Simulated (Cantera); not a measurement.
Feed: 1 mol SiH4, 220 mol H2, equilibrated at 1 atm.

Cantera equilibrium calculation (NASA polynomials, part measured and part estimated; ideal gas, pure solids and liquids). Candidate condensed phases: Si; 9 gas species. Gases not in the tables: Si2H6 and higher silanes. Rates play no part.

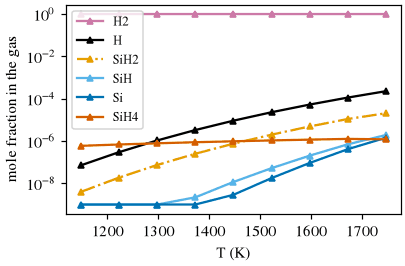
Figure: Equilibrium gas composition (values under 1e-9 drawn at 1e-9)

From 1148 K to 1673 K the condensed part is Si(s). At 1748 K the condensed part is Si(l). The main Si-bearing gas is SiH4 at 1148 K and SiH2 at 1748 K.
